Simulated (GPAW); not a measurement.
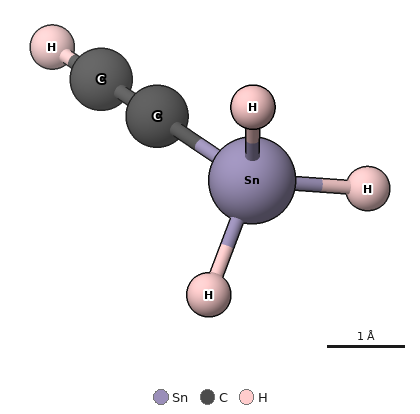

The structure as given in the input (ball-and-stick view, seen at a tilt). Sticks mark near contacts.

Spin states calculation of C₂H₄Sn (part 1 of 3)

- system: C₂H₄Sn (Sn(CCH)H3), SMILES [H][Sn]([H])([H])[C]#C
- method: revPBE/dzp, scalar-relativistic datasets (GPAW 26.7.0)

The run did not end well. The geometry comes from this level: GFN2-xTB.

The input (spin.py)
```python
from ase.io import read
from gpaw import GPAW

# Geometry
mol = read('c2h4sn.sdf')
mol.center(vacuum=4.5)

energies = {}
for name, charge, unpaired in [('singlet', 0, 0), ('triplet', 0, 2)]:
    mol.set_initial_magnetic_moments([unpaired / len(mol)] * len(mol))
    calc = GPAW(mode='lcao',
                basis='dzp',
                h=0.16,
                xc='revPBE',
                charge=charge,
                occupations={'name': 'fermi-dirac', 'width': 0.0, 'fixmagmom': unpaired > 0},
                nbands=-1,
                convergence={'density': 1e-06},
                maxiter=100,
                symmetry='off',
                txt='-')
    mol.calc = calc
    energies[name] = mol.get_potential_energy()
    print(f'{name:10} {energies[name]:12.5f} eV')

lowest = min(energies, key=energies.get)
for name, e in energies.items():
    print(f'{name:10} {e - energies[lowest]:8.3f} eV above the lowest')
```

File c2h4sn.sdf
```

     RDKit          3D

  7  6  0  0  0  0  0  0  0  0999 V2000
   -0.0073   -0.0061   -1.1505 Sn  0  0  0  0  0  4  0  0  0  0  0  0
   -0.0015    0.0050    0.9092 C   0  0  0  0  0  0  0  0  0  0  0  0
    0.0090    0.0141    2.1102 C   0  0  0  0  0  0  0  0  0  0  0  0
    0.0200    0.0199    3.1628 H   0  0  0  0  0  0  0  0  0  0  0  0
    1.5577   -0.0088   -1.6764 H   0  0  0  0  0  0  0  0  0  0  0  0
   -0.7937    1.3435   -1.6853 H   0  0  0  0  0  0  0  0  0  0  0  0
   -0.7841   -1.3676   -1.6700 H   0  0  0  0  0  0  0  0  0  0  0  0
  2  1  1  0
  3  2  3  0
  4  3  1  0
  5  1  1  0
  6  1  1  0
  7  1  1  0
M  END
$$$$
```

Launched with:
```bash
OMP_NUM_THREADS=1 python spin.py
```

Output
```
__  _  _
 | _ |_)|_||  |
 |__||  | ||/\| - 26.7.0

units:  Angstrom and eV
cores:  1
OpenMP: False

Versions:
  Python: 3.12.14
  ASE:    3.29.0
  Numpy:  2.5.5
  Scipy:  1.18.1
  Libxc:  7.0.0

        _gpaw.cpython-312-aarch64-linux-gnu.so

Input parameters:
  mode=LCAO(),
  basis={'default': 'dzp'},
  charge=0.0,
  convergence={'density': 1e-06},
  h=0.16,
  maxiter=100,
  nbands=-1,
  occupations=Occupations(name='fermi-dirac', width=0.0, fixmagmom=False),
  symmetry=Symmetry(point_group=False, time_reversal=False),
  xc=XC(name='revPBE')
        .---------------------------.
       /|                           |
      / |                           |
     /  |                           |
    /   |                           |
   /    |                           |
  /     |                           |
 *      |                           |
 |      |                           |
 |      |         H                 |
 |      |         C                 |
 |      |                           |
 |      |         C                 |
 |      |                           |
 |      |       H Sn                |
 |      |            H              |
 |      |      H                    |
 |      .---------------------------.
 |     /                           /
 |    /                           /
 |   /                           /
 |  /                           /
 | /                           /
 |/                           /
 *---------------------------*

Atoms  # Å, Bohr magnetons
|   | symbol |        x |        y |        z |    initial magnetic moments |
|---|--------|----------|----------|----------|-----------------------------|
| 0 |     Sn | 5.286400 | 5.861500 | 5.034800 | ( 0.0000,  0.0000,  0.0000) |
| 1 |      C | 5.292200 | 5.872600 | 7.094500 | ( 0.0000,  0.0000,  0.0000) |
| 2 |      C | 5.302700 | 5.881700 | 8.295500 | ( 0.0000,  0.0000,  0.0000) |
| 3 |      H | 5.313700 | 5.887500 | 9.348100 | ( 0.0000,  0.0000,  0.0000) |
| 4 |      H | 6.851400 | 5.858800 | 4.508900 | ( 0.0000,  0.0000,  0.0000) |
| 5 |      H | 4.500000 | 7.211100 | 4.500000 | ( 0.0000,  0.0000,  0.0000) |
| 6 |      H | 4.509600 | 4.500000 | 4.515300 | ( 0.0000,  0.0000,  0.0000) |

Unit cell  # Å
| periodic |         x |         y |         z |   lengths |    angles |
|----------|-----------|-----------|-----------|-----------|-----------|
|       no | 11.351400 |  0.000000 |  0.000000 | 11.351400 | 90.000000 |
|       no |  0.000000 | 11.711100 |  0.000000 | 11.711100 | 90.000000 |
|       no |  0.000000 |  0.000000 | 13.848100 | 13.848100 | 90.000000 |

Number of symmetries: 1
Symmetry operations  # r_c * U_cc + t_c -> r_c
|   | kind |            matrix            |
|---|------|------------------------------|
| 0 |  E   |  1, 0, 0,  0, 1, 0,  0, 0, 1 |

BZ-sampling:
  Number of BZ points: 1
  Number of IBZ points: 1

  Monkhorst-Pack size: [1, 1, 1]
  Monkhorst-Pack shift: [0, 0, 0]

K-points  # in reciprocal-cell coordinates
|   |                                coordinates |     weight |
|---|--------------------------------------------|------------|
| 0 | (  0.00000000,   0.00000000,   0.00000000) | 1.00000000 |

basis functions: 69
Spin-components: 1 (collinear spins)
Bands:           14
Projectors:      28
Spin-degeneracy: 2
Datatype:        <class 'float'>

  Storage: CPU
  Wave functions: 7_728 bytes (7_728 per core)

Parallelization:
  kpt:    1
  domain: 1
  band:   1

Density:
  Valence electrons: 26.0
  Components: 1
  Grid points: [72 72 88]
  Charge: 0.0  # |e|

Potential:
  Grid points: [72 72 88]

species:
  Sn:
    name:    Tin
    Z:       50.0
    valence: 14
    core:    36
    charge:  0.0  # [|e|]
    file:    Sn.revPBE.gz
    compensation charges:
      type: gauss
      rc: 0.38  # [Å]
      lmax: 2
    cutoffs:
      filter: 2.23  # [Å]
      core: 2.35  # [Å]
    projectors
    | kind |    occ | energy [eV] | rcut [Å] |
    |------|--------|-------------|----------|
    |   5s |  2.000 |     -10.469 |    1.201 |
    |   5p |  2.000 |      -3.642 |    1.270 |
    |   4d | 10.000 |     -25.826 |    1.185 |
    |    s |        |      16.742 |    1.201 |
    |    p |        |      23.569 |    1.270 |
    |    d |        |       1.385 |    1.185 |

    LCAO basis set for Sn:
      Name: dzp
      File: Sn.dzp.basis.gz
      Number of radial functions: 7
      Number of spherical harmonics: 23
        l=0, rc=7.1250 Bohr: 5s-sz confined orbital
        l=1, rc=9.5469 Bohr: 5p-sz confined orbital
        l=2, rc=4.0625 Bohr: 4d-sz confined orbital
        l=0, rc=4.1250 Bohr: 5s-dz split-valence wave
        l=1, rc=5.6719 Bohr: 5p-dz split-valence wave
        l=2, rc=2.5938 Bohr: 4d-dz split-valence wave
        l=2, rc=9.5469 Bohr: d-type Gaussian polarization
      Number of RI-basis functions 0

  C:
    name:    Carbon
    Z:       6.0
    valence: 4
    core:    2
    charge:  0.0  # [|e|]
    file:    C.revPBE.gz
    compensation charges:
      type: gauss
      rc: 0.20  # [Å]
      lmax: 2
    cutoffs:
      filter: 1.14  # [Å]
      core: 1.14  # [Å]
    projectors
    | kind |    occ | energy [eV] | rcut [Å] |
    |------|--------|-------------|----------|
    |   2s |  2.000 |     -13.783 |    0.635 |
    |   2p |  2.000 |      -5.237 |    0.635 |
    |    s |        |      13.429 |    0.635 |
    |    p |        |      21.974 |    0.635 |
    |    d |        |       0.000 |    0.635 |

    LCAO basis set for C:
      Name: dzp
      File: C.dzp.basis.gz
      Number of radial functions: 5
      Number of spherical harmonics: 13
        l=0, rc=5.5469 Bohr: 2s-sz confined orbital
        l=1, rc=6.6719 Bohr: 2p-sz confined orbital
        l=0, rc=3.0312 Bohr: 2s-dz split-valence wave
        l=1, rc=3.7500 Bohr: 2p-dz split-valence wave
        l=2, rc=6.6719 Bohr: d-type Gaussian polarization
      Number of RI-basis functions 0

  H:
    name:    Hydrogen
    Z:       1.0
    valence: 1
    core:    0
    charge:  0.0  # [|e|]
    file:    H.revPBE.gz
    compensation charges:
      type: gauss
      rc: 0.15  # [Å]
      lmax: 2
    cutoffs:
      filter: 0.85  # [Å]
      core: 0.53  # [Å]
    projectors
    | kind |    occ | energy [eV] | rcut [Å] |
    |------|--------|-------------|----------|
    |   1s |  1.000 |      -6.547 |    0.476 |
    |    s |        |      20.664 |    0.476 |
    |    p |        |       0.000 |    0.476 |

    LCAO basis set for H:
      Name: dzp
      File: H.dzp.basis.gz
      Number of radial functions: 3
      Number of spherical harmonics: 5
        l=0, rc=6.4219 Bohr: 1s-sz confined orbital
        l=0, rc=3.6094 Bohr: 1s-dz split-valence wave
        l=1, rc=6.4219 Bohr: p-type Gaussian polarization
      Number of RI-basis functions 0

Reference energy: -170125.552029  # eV

eigensolver:
  <gpaw.new.lcao.eigensolver.LCAOEigensolver object at 0xf2a6d2c89820>
density mixing:
  MSR1-Mixer
  Pratt-step length: 0.05
  Maximum mixing coefficient: 0.75
  Old densities: 10
  SVD Regularization: 0.005
  Good broyden scale: 1.0
  Trust region scale: 1.0
  Backstep threshold: 4.0
  History deletion threshold: 6.0
  Fourier metric: weight=20.0, sigma=0.015

occupation numbers:
  # Zero width

FastPoissonSolver using
    Stencil: 6*3+1=19 point O(h^6) finite-difference Laplacian
    FFT axes: []
    FST axes: [np.int64(0), np.int64(1), np.int64(2)]

xc functional:
  name: revPBE with 2 nearest neighbor stencil
interpolation: tri-quintic # 5. degree polynomial

        .---------------------------.
       /|                           |
      / |                           |
     /  |                           |
    /   |                           |
   /    |                           |
  /     |                           |
 *      |                           |
 |      |                           |
 |      |         H                 |
 |      |         C                 |
 |      |                           |
 |      |         C                 |
 |      |                           |
 |      |       H Sn                |
 |      |            H              |
 |      |      H                    |
 |      .---------------------------.
 |     /                           /
 |    /                           /
 |   /                           /
 |  /                           /
 | /                           /
 |/                           /
 *---------------------------*

Atoms  # Å, Bohr magnetons
|   | symbol |        x |        y |        z |    initial magnetic moments |
|---|--------|----------|----------|----------|-----------------------------|
| 0 |     Sn | 5.286400 | 5.861500 | 5.034800 | ( 0.0000,  0.0000,  0.0000) |
| 1 |      C | 5.292200 | 5.872600 | 7.094500 | ( 0.0000,  0.0000,  0.0000) |
| 2 |      C | 5.302700 | 5.881700 | 8.295500 | ( 0.0000,  0.0000,  0.0000) |
| 3 |      H | 5.313700 | 5.887500 | 9.348100 | ( 0.0000,  0.0000,  0.0000) |
| 4 |      H | 6.851400 | 5.858800 | 4.508900 | ( 0.0000,  0.0000,  0.0000) |
| 5 |      H | 4.500000 | 7.211100 | 4.500000 | ( 0.0000,  0.0000,  0.0000) |
| 6 |      H | 4.509600 | 4.500000 | 4.515300 | ( 0.0000,  0.0000,  0.0000) |

Unit cell  # Å
| periodic |         x |         y |         z |   lengths |    angles |
|----------|-----------|-----------|-----------|-----------|-----------|
|       no | 11.351400 |  0.000000 |  0.000000 | 11.351400 | 90.000000 |
|       no |  0.000000 | 11.711100 |  0.000000 | 11.711100 | 90.000000 |
|       no |  0.000000 |  0.000000 | 13.848100 | 13.848100 | 90.000000 |

Number of symmetries: 1
Symmetry operations  # r_c * U_cc + t_c -> r_c
|   | kind |            matrix            |
|---|------|------------------------------|
| 0 |  E   |  1, 0, 0,  0, 1, 0,  0, 0, 1 |

BZ-sampling:
  Number of BZ points: 1
  Number of IBZ points: 1

  Monkhorst-Pack size: [1, 1, 1]
  Monkhorst-Pack shift: [0, 0, 0]

K-points  # in reciprocal-cell coordinates
|   |                                coordinates |     weight |
|---|--------------------------------------------|------------|
| 0 | (  0.00000000,   0.00000000,   0.00000000) | 1.00000000 |

basis functions: 69
Spin-components: 1 (collinear spins)
Bands:           14
Projectors:      28
Spin-degeneracy: 2
Datatype:        <class 'float'>

  Storage: CPU
  Wave functions: 7_728 bytes (7_728 per core)

Parallelization:
  kpt:    1
  domain: 1
  band:   1

Density:
  Valence electrons: 26.0
  Components: 1
  Grid points: [72 72 88]
  Charge: 0.0  # |e|

Potential:
  Grid points: [72 72 88]

species:
  Sn:
    name:    Tin
    Z:       50.0
    valence: 14
    core:    36
    charge:  0.0  # [|e|]
    file:    Sn.revPBE.gz
    compensation charges:
      type: gauss
      rc: 0.38  # [Å]
      lmax: 2
    cutoffs:
      filter: 2.23  # [Å]
      core: 2.35  # [Å]
    projectors
    | kind |    occ | energy [eV] | rcut [Å] |
    |------|--------|-------------|----------|
    |   5s |  2.000 |     -10.469 |    1.201 |
    |   5p |  2.000 |      -3.642 |    1.270 |
    |   4d | 10.000 |     -25.826 |    1.185 |
    |    s |        |      16.742 |    1.201 |
    |    p |        |      23.569 |    1.270 |
    |    d |        |       1.385 |    1.185 |

    LCAO basis set for Sn:
      Name: dzp
      File: Sn.dzp.basis.gz
      Number of radial functions: 7
      Number of spherical harmonics: 23
        l=0, rc=7.1250 Bohr: 5s-sz confined orbital
        l=1, rc=9.5469 Bohr: 5p-sz confined orbital
        l=2, rc=4.0625 Bohr: 4d-sz confined orbital
        l=0, rc=4.1250 Bohr: 5s-dz split-valence wave
        l=1, rc=5.6719 Bohr: 5p-dz split-valence wave
        l=2, rc=2.5938 Bohr: 4d-dz split-valence wave
        l=2, rc=9.5469 Bohr: d-type Gaussian polarization
      Number of RI-basis functions 0

  C:
    name:    Carbon
    Z:       6.0
    valence: 4
    core:    2
    charge:  0.0  # [|e|]
    file:    C.revPBE.gz
    compensation charges:
      type: gauss
      rc: 0.20  # [Å]
      lmax: 2
    cutoffs:
      filter: 1.14  # [Å]
      core: 1.14  # [Å]
    projectors
    | kind |    occ | energy [eV] | rcut [Å] |
    |------|--------|-------------|----------|
    |   2s |  2.000 |     -13.783 |    0.635 |
    |   2p |  2.000 |      -5.237 |    0.635 |
    |    s |        |      13.429 |    0.635 |
    |    p |        |      21.974 |    0.635 |
    |    d |        |       0.000 |    0.635 |

    LCAO basis set for C:
      Name: dzp
      File: C.dzp.basis.gz
      Number of radial functions: 5
      Number of spherical harmonics: 13
        l=0, rc=5.5469 Bohr: 2s-sz confined orbital
        l=1, rc=6.6719 Bohr: 2p-sz confined orbital
        l=0, rc=3.0312 Bohr: 2s-dz split-valence wave
        l=1, rc=3.7500 Bohr: 2p-dz split-valence wave
        l=2, rc=6.6719 Bohr: d-type Gaussian polarization
      Number of RI-basis functions 0

  H:
    name:    Hydrogen
    Z:       1.0
    valence: 1
    core:    0
    charge:  0.0  # [|e|]
    file:    H.revPBE.gz
    compensation charges:
      type: gauss
      rc: 0.15  # [Å]
      lmax: 2
    cutoffs:
      filter: 0.85  # [Å]
      core: 0.53  # [Å]
    projectors
    | kind |    occ | energy [eV] | rcut [Å] |
    |------|--------|-------------|----------|
    |   1s |  1.000 |      -6.547 |    0.476 |
    |    s |        |      20.664 |    0.476 |
    |    p |        |       0.000 |    0.476 |

    LCAO basis set for H:
      Name: dzp
      File: H.dzp.basis.gz
      Number of radial functions: 3
      Number of spherical harmonics: 5
        l=0, rc=6.4219 Bohr: 1s-sz confined orbital
        l=0, rc=3.6094 Bohr: 1s-dz split-valence wave
        l=1, rc=6.4219 Bohr: p-type Gaussian polarization
      Number of RI-basis functions 0

Reference energy: -170125.552029  # eV

eigensolver:
  <gpaw.new.lcao.eigensolver.LCAOEigensolver object at 0xf2a6d297a0f0>
density mixing:
  MSR1-Mixer
  Pratt-step length: 0.05
  Maximum mixing coefficient: 0.75
  Old densities: 10
  SVD Regularization: 0.005
  Good broyden scale: 1.0
  Trust region scale: 1.0
  Backstep threshold: 4.0
  History deletion threshold: 6.0
  Fourier metric: weight=20.0, sigma=0.015

occupation numbers:
  # Zero width

FastPoissonSolver using
    Stencil: 6*3+1=19 point O(h^6) finite-difference Laplacian
    FFT axes: []
    FST axes: [np.int64(0), np.int64(1), np.int64(2)]

xc functional:
  name: revPBE with 2 nearest neighbor stencil
interpolation: tri-quintic # 5. degree polynomial

Initialization done in: 21.181 s

convergence criteria:
- Maximum integral of absolute [dens]ity change: 1e-06 electrons / valence electron
- Maximum [total energy] change in last 3 cyles: 0.0005 eV / valence electron
- Maximum integral of absolute [eigenst]ate change: 4e-08 eV^2 / valence electron
maximum number of iterations: 100

SCF iterations
|iter     |     time |      energy | eigst |  dens |
|---------|----------|-------------|-------|-------|
|iter:   1| 00:00:21 |  -32.224619 |      c|       |
|iter:   2| 00:00:22 |  -31.812577 |      c| -0.84 |
|iter:   3| 00:00:23 |  -29.913256 |      c| -0.88 |
|iter:   4| 00:00:25 |  -29.896507 |      c| -1.57 |
|iter:   5| 00:00:26 |  -29.896264 |      c| -2.03 |
|iter:   6| 00:00:28 |  -29.896309c|      c| -2.60 |
|iter:   7| 00:00:31 |  -29.896102c|      c| -2.82 |
|iter:   8| 00:00:32 |  -29.896101c|      c| -3.49 |
|iter:   9| 00:00:34 |  -29.896100c|      c| -4.27 |
|iter:  10| 00:00:36 |  -29.896100c|      c| -4.97 |
|iter:  11| 00:00:38 |  -29.896100c|      c| -5.60 |
|iter:  12| 00:00:40 |  -29.896100c|      c| -6.33c|

Converged in 12 steps
SCF loop duration: 18.532 s (1.544 s/step)
Energy contributions relative to reference atoms: (reference = -170125.552029)

Energy contributions:
  Kinetic:          37.571175
  Coulomb:         -38.421846
  Zero:              0.082383
  External:          0.000000
  Xc:              -29.127812
  Entropy:           0.000000
  Spinorbit:         0.000000
  ----------------------------
  Free energy:     -29.896100
  Extrapolated:    -29.896100

dipole moment: (0.000138, 0.001038, -0.075129)  # |e|*Ang

Fermi level: -3.458
Eigenvalues  # (at kpt = [0.000, 0.000, 0.000])
| band index |      eig [eV] | occ [0-2] |
|------------|---------------|-----------|
|          0 |       -25.993 |     2.000 |
|        ... |               |           |
|          5 |       -18.264 |     2.000 |
|          6 |       -13.819 |     2.000 |
|          7 |       -12.665 |     2.000 |
|          8 |        -8.955 |     2.000 |
|          9 |        -8.241 |     2.000 |
|         10 |        -8.231 |     2.000 |
|         11 |        -6.659 |     2.000 |
|         12 |        -6.657 |     2.000 |
|         13 |        -0.259 |     0.000 |

Gap: 6.399 eV
Transition (v -> c):
  (s=0, k=0, n=12, [0.00, 0.00, 0.00]) -> (s=0, k=0, n=13, [0.00, 0.00, 0.00])
No difference between direct/indirect transitions
vacuum-level: 0.000  # V
singlet       -29.89610 eV
  __  _  _
 | _ |_)|_||  |
 |__||  | ||/\| - 26.7.0

units:  Angstrom and eV
cores:  1
OpenMP: False

Versions:
  Python: 3.12.14
  ASE:    3.29.0
  Numpy:  2.5.5
  Scipy:  1.18.1
  Libxc:  7.0.0
```
